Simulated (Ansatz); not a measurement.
**Alloy of GaN and AlN (12 of 48 Ga sites exchanged), 96 atoms, part 1 of 2**

Wanted: the relaxed alloy cell and its gap (PBEsol and r²SCAN).

Program: Ansatz 0.2.0, PAW, plane waves. These are calculated values, not measurements.

**1. Starting point**

96 atoms (36 Ga, 12 Al, 48 N); a = 9.497 Å, b = 10.966 Å, c = 10.270 Å, α = 90.00°, β = 90.00°, γ = 90.00°. All atoms were shaken off their sites by about 0.02 Å along each axis; atoms next to an added one may be pushed further to make room.

The runs, in order: (2) PBEsol cell relaxation at the single k point (¼, ¼, ¼), on 1 × NVIDIA H100 80GB HBM3 with 4 threads of AMD EPYC 7R13; (3) r²SCAN single point at the single k point (¼, ¼, ¼), on 1 × NVIDIA H100 80GB HBM3 with 4 threads of AMD EPYC 7R13.

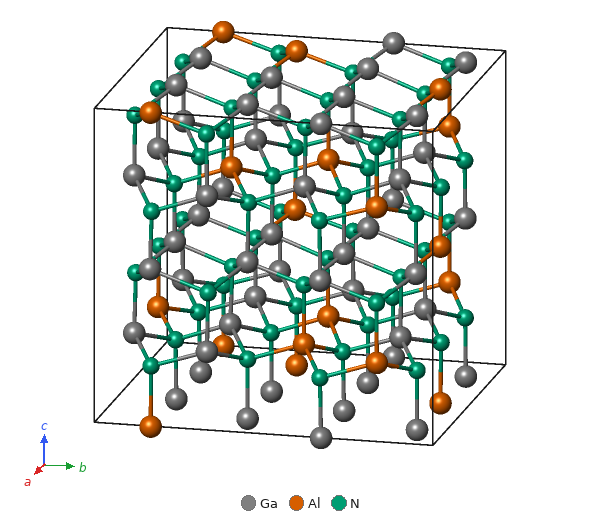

The starting cell, seen slightly off an axis (gallium grey, aluminium orange, nitrogen teal). Atoms on faces are repeated.

**2. PBEsol relaxation of the cell and the positions**

in.yaml reads:

```yaml
crystal:
  lattice:
    - [9.496540, 0.000000, 0.000000]
    - [0.000000, 10.965660, 0.000000]
    - [0.000000, 0.000000, 10.270191]
  atoms:
    - { symbol: Ga, position: [0.167439, 0.082671, 0.245586] }
    - { symbol: Ga, position: [0.169122, 0.084918, 0.751759] }
    - { symbol: Ga, position: [0.001647, 0.332715, 0.249412] }
    - { symbol: Ga, position: [0.002310, 0.333004, 0.745912] }
    - { symbol: Ga, position: [0.498031, 0.080511, 0.748973] }
    - { symbol: Ga, position: [0.333955, 0.332450, 0.252319] }
    - { symbol: Ga, position: [0.339517, 0.334745, 0.755132] }
    - { symbol: Ga, position: [0.169991, 0.586581, 0.249207] }
    - { symbol: Ga, position: [0.167943, 0.583072, 0.749786] }
    - { symbol: Ga, position: [0.835762, 0.082349, 0.248361] }
    - { symbol: Ga, position: [0.835144, 0.082315, 0.750506] }
    - { symbol: Ga, position: [0.666001, 0.329441, 0.251090] }
    - { symbol: Ga, position: [0.332915, 0.834337, 0.250011] }
    - { symbol: Ga, position: [0.336732, 0.832587, 0.749719] }
    - { symbol: Ga, position: [0.833516, 0.585205, 0.751032] }
    - { symbol: Ga, position: [0.668333, 0.832987, 0.246854] }
    - { symbol: Ga, position: [0.666296, 0.830493, 0.748804] }
    - { symbol: Ga, position: [0.998250, 0.163792, 0.499488] }
    - { symbol: Ga, position: [0.332752, 0.165248, 0.500230] }
    - { symbol: Ga, position: [0.335657, 0.171564, 0.001404] }
    - { symbol: Ga, position: [0.998687, 0.666776, 0.499918] }
    - { symbol: Ga, position: [0.000784, 0.669794, 0.999634] }
    - { symbol: Ga, position: [0.666459, 0.166139, 0.501279] }
    - { symbol: Ga, position: [0.661447, 0.169383, 0.999141] }
    - { symbol: Ga, position: [0.497966, 0.416478, 0.500681] }
    - { symbol: Ga, position: [0.498480, 0.415922, 0.999524] }
    - { symbol: Ga, position: [0.332912, 0.665591, 0.495502] }
    - { symbol: Ga, position: [0.331105, 0.664515, 0.002644] }
    - { symbol: Ga, position: [0.164211, 0.916566, 0.502135] }
    - { symbol: Ga, position: [0.164674, 0.918167, 0.998719] }
    - { symbol: Ga, position: [0.832610, 0.416196, 0.497801] }
    - { symbol: Ga, position: [0.828231, 0.415654, 0.998037] }
    - { symbol: Ga, position: [0.666757, 0.666118, 0.500036] }
    - { symbol: Ga, position: [0.666440, 0.666058, 0.999708] }
    - { symbol: Ga, position: [0.831224, 0.913751, 0.496741] }
    - { symbol: Ga, position: [0.834060, 0.917566, 0.000546] }
    - { symbol: Al, position: [0.499567, 0.080435, 0.244712] }
    - { symbol: Al, position: [0.997517, 0.833779, 0.249749] }
    - { symbol: Al, position: [0.001191, 0.834258, 0.746888] }
    - { symbol: Al, position: [0.667325, 0.333403, 0.751024] }
    - { symbol: Al, position: [0.502322, 0.584290, 0.251920] }
    - { symbol: Al, position: [0.495278, 0.583021, 0.749328] }
    - { symbol: Al, position: [0.834792, 0.583704, 0.249419] }
    - { symbol: Al, position: [0.999472, 0.166095, 0.998107] }
    - { symbol: Al, position: [0.167670, 0.413982, 0.493721] }
    - { symbol: Al, position: [0.168635, 0.419015, 0.998999] }
    - { symbol: Al, position: [0.498245, 0.914284, 0.497651] }
    - { symbol: Al, position: [0.498294, 0.914859, 0.998978] }
    - { symbol: N, position: [0.000114, 0.167398, 0.191834] }
    - { symbol: N, position: [0.000784, 0.169377, 0.684328] }
    - { symbol: N, position: [0.333420, 0.164316, 0.191473] }
    - { symbol: N, position: [0.335029, 0.168003, 0.687783] }
    - { symbol: N, position: [0.168208, 0.418919, 0.187665] }
    - { symbol: N, position: [0.165461, 0.415486, 0.690672] }
    - { symbol: N, position: [0.002000, 0.666780, 0.191146] }
    - { symbol: N, position: [0.996965, 0.664395, 0.690642] }
    - { symbol: N, position: [0.664526, 0.167610, 0.188933] }
    - { symbol: N, position: [0.667171, 0.164355, 0.686222] }
    - { symbol: N, position: [0.503099, 0.415348, 0.187838] }
    - { symbol: N, position: [0.501287, 0.419451, 0.687507] }
    - { symbol: N, position: [0.331907, 0.665263, 0.187191] }
    - { symbol: N, position: [0.332261, 0.665530, 0.687836] }
    - { symbol: N, position: [0.164592, 0.916059, 0.185423] }
    - { symbol: N, position: [0.166102, 0.914827, 0.686578] }
    - { symbol: N, position: [0.831206, 0.416430, 0.188056] }
    - { symbol: N, position: [0.831253, 0.419042, 0.687480] }
    - { symbol: N, position: [0.670034, 0.662828, 0.188380] }
    - { symbol: N, position: [0.665842, 0.664917, 0.684288] }
    - { symbol: N, position: [0.499153, 0.916633, 0.192632] }
    - { symbol: N, position: [0.497370, 0.916617, 0.686442] }
    - { symbol: N, position: [0.832409, 0.917148, 0.189475] }
    - { symbol: N, position: [0.833351, 0.913901, 0.689276] }
    - { symbol: N, position: [0.167732, 0.081193, 0.437083] }
    - { symbol: N, position: [0.171131, 0.083960, 0.939838] }
    - { symbol: N, position: [0.000924, 0.336047, 0.437405] }
    - { symbol: N, position: [0.997450, 0.330533, 0.941705] }
    - { symbol: N, position: [0.497425, 0.083542, 0.438556] }
    - { symbol: N, position: [0.497195, 0.081174, 0.939152] }
    - { symbol: N, position: [0.333951, 0.333722, 0.439728] }
    - { symbol: N, position: [0.334217, 0.332328, 0.940547] }
    - { symbol: N, position: [0.168207, 0.585180, 0.437324] }
    - { symbol: N, position: [0.167519, 0.585410, 0.941642] }
    - { symbol: N, position: [0.998812, 0.833122, 0.440799] }
    - { symbol: N, position: [0.000992, 0.834532, 0.938988] }
    - { symbol: N, position: [0.833199, 0.086542, 0.439883] }
    - { symbol: N, position: [0.831977, 0.083958, 0.940876] }
    - { symbol: N, position: [0.664380, 0.336087, 0.434396] }
    - { symbol: N, position: [0.669049, 0.336081, 0.940615] }
    - { symbol: N, position: [0.500994, 0.581572, 0.435394] }
    - { symbol: N, position: [0.501344, 0.584320, 0.938714] }
    - { symbol: N, position: [0.334536, 0.833355, 0.436776] }
    - { symbol: N, position: [0.336051, 0.834554, 0.935840] }
    - { symbol: N, position: [0.833698, 0.583547, 0.437976] }
    - { symbol: N, position: [0.832133, 0.588348, 0.939266] }
    - { symbol: N, position: [0.666661, 0.834891, 0.437266] }
    - { symbol: N, position: [0.664144, 0.832025, 0.938974] }
  symmetry: { detect: false }
kpoints:
  mp_grid: { grid: [1, 1, 1], shift: [0.25, 0.25, 0.25] }
hamiltonian:
  xc: pbesol
scf:
  occupations: { method: fermi_dirac, width: 0.01 }
relax:
  f_tol: 0.03
  max_steps: 80
  escape_saddle: false
  adjacent_minimum: "off"
  cell: { fix: [alpha, beta, gamma] }
output:
  forces: true
  eigenvalues: true
  populations: true
```

Started as:

```sh
$ ansatz run in.yaml --threads 4 --pin off --max-ram 61750MiB --runs-dir r --events-out ev --progress --plain --backend cuda --devices 0, --max-vram 37GiB
```

Output:

```text
Pseudopotentials: kind: paw
Functional definition: PBEsol
  exchange = pbesol_x
  correlation = pbesol_c
Crystal: 96 atoms, lattice volume = 1069.495 Å³
Basis set: ecut = 420 eV, 20957 PW (Γ), exchange–correlation on 128×150×144 points (8 copies of the dense FFT grid, shifted against one another)
Bands: 468, of which v1, the nominal top of the filled ones, is band 372 counted from 1 (371 counted from 0)
Symmetry: 1 space group operations
k-points: 1
Non-local potential: Ga, projectors of the file, l = 0: 2, l = 1: 2, l = 2: 3, l = 3: 1
Non-local potential: Al, projectors of the file, l = 0: 2, l = 1: 2, l = 2: 1
Non-local potential: N, projectors of the file, l = 0: 2, l = 1: 2, l = 2: 1
PAW form: soft (Blöchl's): semilocal exchange-correlation on the pseudo side does not see the compensation charge
PAW frozen core: Ga, regenerated for the run's functional, and the local potential with it (the file was generated under x = pbe(κ = 0.804, μ = 0.2195149727645171), c = pbe(β = 0.06672455060314922))
PAW frozen core: Al, regenerated for the run's functional, and the local potential with it (the file was generated under x = pbe(κ = 0.804, μ = 0.2195149727645171), c = pbe(β = 0.06672455060314922))
PAW frozen core: N, regenerated for the run's functional, and the local potential with it (the file was generated under x = pbe(κ = 0.804, μ = 0.2195149727645171), c = pbe(β = 0.06672455060314922))
PAW one-centre angular grid: Ga, 590 points (default); XC on 64 Gauss nodes
PAW one-centre angular grid: Al, 110 points (default); XC on 64 Gauss nodes
PAW one-centre angular grid: N, 110 points (default); XC on 64 Gauss nodes
Initial density: superposition of atomic densities (neutral atoms: chi_scale 0, normalization atom), corrected by the library's trained network
Initial wavefunctions: pseudopotential atomic-orbital guess
Functional: x = pbesol(κ = 0.804, μ = 0.12345679012345678), c = pbesol(β = 0.046)
SCF iter   1: F=—  HF=-159292.219229 eV  |F-HF|=—  |Δ(HF+E_count)|=         —  Δρ=1.22e-2  dr2=1.55e0  ethr=1.77e-3  ⟨swp⟩=6.0  Hψ=1803  notcnv=0  defer=3
preconditioner: auto → Resta (q_TF=auto, 2.568 Å⁻¹)  ε∞=4.7  [insulator: Δε(μ)=3.332 eV  Ē_g=16.121 eV  σ=0.010 eV  W_gap=1.00  n_scr=298 (ndim 8)  ℏωp=31.0 eV  f_vac=0.000  D(μ)=0.00/eV (n_scr^D=0)  ε∞_Penn≈4.7]
SCF iter   2: F=—  HF=-159291.773524 eV  |F-HF|=—  |Δ(HF+E_count)|=   4.46e-1  Δρ=1.90e-3  dr2=3.87e-2  ethr=2.09e-4  ⟨swp⟩=2.0  Hψ=666  notcnv=0  defer=89
SCF iter   3: F=—  HF=-159291.768063 eV  |F-HF|=—  |Δ(HF+E_count)|=   5.46e-3  Δρ=8.99e-4  dr2=7.81e-3  ethr=5.20e-6  ⟨swp⟩=2.0  Hψ=530  notcnv=0  defer=89
SCF iter   4: F=—  HF=-159291.768710 eV  |F-HF|=—  |Δ(HF+E_count)|=   6.47e-4  Δρ=2.60e-4  dr2=6.76e-4  ethr=1.05e-6  ⟨swp⟩=3.0  Hψ=758  notcnv=0  defer=89
SCF iter   5: F=—  HF=-159291.766546 eV  |F-HF|=—  |Δ(HF+E_count)|=   2.16e-3  Δρ=1.07e-4  dr2=8.64e-5  ethr=9.09e-8  ⟨swp⟩=2.0  Hψ=750  notcnv=0  defer=89
SCF iter   6: F=—  HF=-159291.767630 eV  |F-HF|=—  |Δ(HF+E_count)|=   1.08e-3  Δρ=2.93e-5  dr2=9.29e-6  ethr=1.16e-8  ⟨swp⟩=2.0  Hψ=750  notcnv=0  defer=89
SCF iter   7: F=—  HF=-159291.767629 eV  |F-HF|=—  |Δ(HF+E_count)|=   1.18e-6  Δρ=1.03e-5  dr2=8.96e-7  ethr=1.25e-9  ⟨swp⟩=2.0  Hψ=751  notcnv=0  defer=89
SCF iter   8: F=-159291.767629 eV  HF=-159291.767629 eV  |F-HF|=4.90e-8  |Δ(HF+E_count)|=   1.77e-7  Δρ=2.77e-6  dr2=7.25e-8  ethr=1.34e-11  ⟨swp⟩=12.0  Hψ=2354  notcnv=0
SCF 1 converged in 8 iterations: F = -159291.767629 eV  dr2 = 7.25e-8
relax step   1: F+E_penalty+E_count = -159291.76762904 eV  Δ(F+E_penalty+E_count) = +0.000e0 eV  max|allowed force component| = 1.656e0 eV/Å  Δτ_max = 0.0000 Å  P = +0.655 GPa  Ω = 1069.495 Å³  fix = [alpha, beta, gamma]  reactions: alpha -0.163, beta -0.009, gamma -0.906 GPa/rad  (8 SCF iters, dr2 threshold 1.00e-7 eV, accepted)
[... 12 lines left out ...]
relax step   2: F+E_penalty+E_count = -159293.19885010 eV  Δ(F+E_penalty+E_count) = -1.431e0 eV  max|allowed force component| = 8.760e-1 eV/Å  Δτ_max = 0.0555 Å  P = +0.056 GPa  Ω = 1070.530 Å³  energy of the carried Pulay correction = -3.377e-3 eV  fix = [alpha, beta, gamma]  reactions: alpha -0.118, beta -0.002, gamma -0.586 GPa/rad  (6 SCF iters, dr2 threshold 9.60e-6 eV, accepted)
[... 5 lines left out ...]
relax step   3: F+E_penalty+E_count = -159293.74925761 eV  Δ(F+E_penalty+E_count) = -5.504e-1 eV  max|allowed force component| = 4.089e-2 eV/Å  Δτ_max = 0.0398 Å  P = -0.012 GPa  Ω = 1069.817 Å³  energy of the carried Pulay correction = -1.052e-3 eV  fix = [alpha, beta, gamma]  reactions: alpha +0.016, beta +0.011, gamma -0.052 GPa/rad  (6 SCF iters, dr2 threshold 9.60e-6 eV, accepted)
[... 10 lines left out ...]
relax step   4: F+E_penalty+E_count = -159293.75020504 eV  Δ(F+E_penalty+E_count) = -9.474e-4 eV  max|allowed force component| = 5.347e-3 eV/Å  Δτ_max = 0.0034 Å  P = -0.001 GPa  Ω = 1069.758 Å³  energy of the carried Pulay correction = -8.599e-4 eV  fix = [alpha, beta, gamma]  reactions: alpha +0.020, beta +0.013, gamma -0.035 GPa/rad  (6 SCF iters, dr2 threshold 1.05e-7 eV, accepted)
[... 11 lines left out ...]
relax step   5: F+E_penalty+E_count = -159293.75054593 eV  Δ(F+E_penalty+E_count) = -3.409e-4 eV  max|allowed force component| = 5.421e-3 eV/Å  Δτ_max = 0.0000 Å  P = +0.001 GPa  Ω = 1069.758 Å³  fix = [alpha, beta, gamma]  reactions: alpha +0.023, beta +0.010, gamma -0.037 GPa/rad  stress off target by 1.77e-2 GPa on what of the cell is left free  SCF on the basis re-selected at this cell (its en [...]
SCF converged after 6 iterations
Free energy (F): -159293.750546 eV
Harris-Foulkes:  -159293.750546 eV  (|F-HF|=2.91e-11)
Internal energy: -159293.750546 eV  (E = F + TS)
E sigma→0 (E₀):  -159293.750546 eV
Fermi energy:    10.568174 eV
--- Per-component energies (eV) ---
  E_band       = -224.358371
  E_kinetic    = 10787.373535
  E_local      = -78884.548916  (includes V_loc(G=0)·N_el)
  E_nonlocal   = 17788.946100
  E_hartree    = 36107.465970
  E_xc         = -5804.899020
  E_vxc        = -6108.539639  (∫ρ·V_xc dr)
  E_paw        = -81672.124397  (= ΣΔE_a)
  E_vpaw       = -16022.523386  (= ΣTr[D̂ρ^β])
  E_aug_tail   = 0.002108  (compensation charges beyond the density's cutoff)
  E_ewald      = -57648.611540
  E_core_change = 32.645613  (= ΣΔE_core)
  E_smearing   = -0.000000  (= −TS)
  E_closure    = 0.000000  (closes the sum)
  Σ components = -159293.750546   (vs F -159293.750546, Δ=0.00e0)
--- Forces (eV/Å), atoms counted from 1 ---
  atom   1  Ga    -0.00097971    -0.00089148    -0.00099963
  atom   2  Ga    -0.00086537    -0.00079712    -0.00152402
[... 15 atoms left out ...]
  atom  18  Ga     0.00072702     0.00203112    -0.00350014
[... 1 atom left out ...]
  atom  20  Ga    -0.00166844     0.00077695     0.00313180
[... 2 atoms left out ...]
  atom  23  Ga    -0.00054843     0.00097228    -0.00383876
  atom  24  Ga     0.00043137     0.00210673     0.00408698
[... 2 atoms left out ...]
  atom  27  Ga    -0.00106324    -0.00083688    -0.00325155
[... 16 atoms left out ...]
  atom  44  Al     0.00080545     0.00126828     0.00346281
  atom  45  Al    -0.00052688    -0.00058461    -0.00443774
[... 1 atom left out ...]
  atom  47  Al    -0.00134433    -0.00040255    -0.00542036
[... 49 atoms left out ...]
  max |Σ_I F_I| component: 1.02e-4 eV/Å
--- Stress (GPa, compression-positive) ---
       -0.008748       0.036767      -0.010033
        0.036767      -0.004789      -0.023132
       -0.010033      -0.023128       0.017673
  P = ⅓ Tr σ = 0.0014 GPa (0.014 kbar)
--- Band table (eV) ---
  k-point 0: bands = [... 360 lower levels ..., "8.1404", "8.1531", "8.1714", "8.2861", "8.3256", "8.4155", "8.4791", "8.5010", "8.5407", "8.5626", "8.7729", "8.8471", "12.2892", "13.3177", "13.3480", "13.4906", "13.5230", "13.5633", "13.6757", "13.8778", "13.9587", "13.9825", "14.0052", "14.0793", ... 84 higher levels ...]
--- Relaxed structure (4 steps of the walk, 4 accepted, 1 SCFs on fresh bases) ---
  F+E_penalty+E_count = -159293.75054593 eV   max|allowed force component| = 5.421e-3 eV/Å   (the final SCF, on the basis selected at the relaxed cell)
  cell:  # Å, volume = 1069.7584 Å³
    - [9.489915966019426, -3.6304646627487264e-144, 5.547440175967766e-146]
    - [-4.19209955770388e-144, 10.959477807798994, -6.285113771236837e-145]
    - [5.999371367704719e-146, -5.886496470557415e-145, 10.285690942191577]
  atoms:
    - { symbol: Ga, position: [0.1660701901759355, 0.08258161566179624, 0.24865043675970788] }
    - { symbol: Ga, position: [0.1663097101266532, 0.08235114423499043, 0.7506928165666441] }
[... 94 atoms left out; the next input holds them all, rounded ...]
--- Löwdin populations: 96 sites ---
  site symbol       q [e]
     0     Ga     12.2577
     1     Ga     12.2554
[... 94 atoms left out ...]
  spilling = 0.002814 (of n_electrons = 744.000000)
```

Wall time 11 s (1 × NVIDIA H100 80GB HBM3 with 4 threads of AMD EPYC 7R13, shared host); peak host memory 1.5 GiB.

The walk (solves on a freshly chosen basis count as rows, and their energies jump a little):

```csv
accepted step,energy change (eV),largest force component (eV/Å),SCF cycles,pressure (GPa)
1,0.000,1.656,8,0.65
2,-1.431,0.876,6,0.06
3,-1.982,0.041,6,-0.01
4,-1.983,0.005,6,0.00
5,-1.983,0.005,6,0.00
```

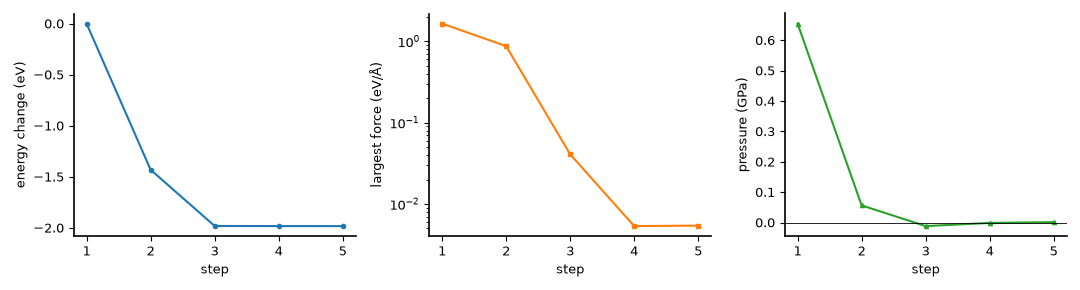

Energy, largest force component and pressure along the relaxation.

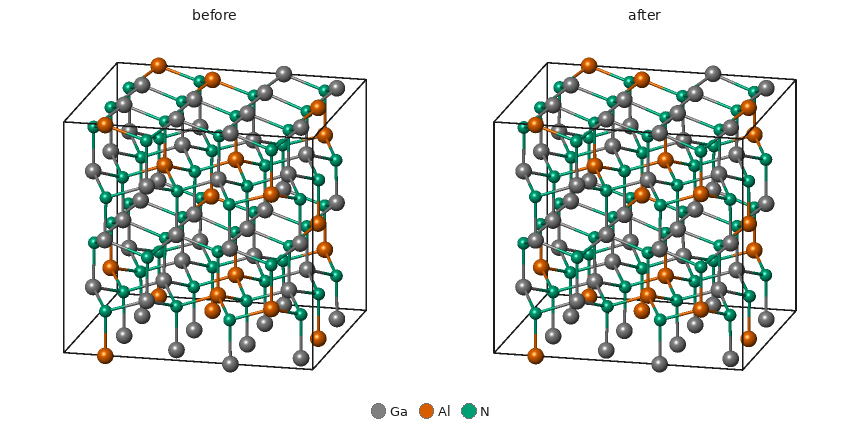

Before and after, at one scale.

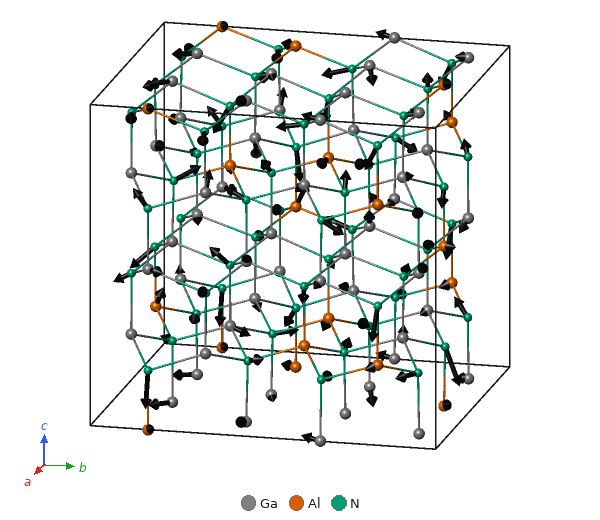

The relaxed cell; black arrows show the larger shifts of the atoms, drawn 15 times longer.

|  | before | after | change |
| --- | --- | --- | --- |
| a (Å) | 9.497 | 9.490 | -0.07 % |
| b (Å) | 10.966 | 10.959 | -0.06 % |
| c (Å) | 10.270 | 10.286 | +0.15 % |
| volume (Å³/atom) | 11.141 | 11.143 | +0.02 % |

Bond lengths by pair after relaxation (within a distance cut, which drops stretched bonds):

```csv
pair,count,mean (Å),spread (Å),least,most
Al–N,48,1.895,0.004,1.889,1.906
Ga–N,144,1.948,0.006,1.935,1.960
```

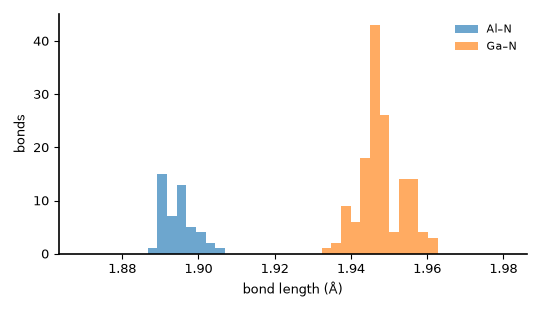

Spread of the bond lengths.

Spacing of the frontier levels at the single k point (¼, ¼, ¼): 3.44 eV (8.847 to 12.289 eV). This point lies off Γ, so the spacing can exceed the gap by much.

(Continued in part 2 of 2.)
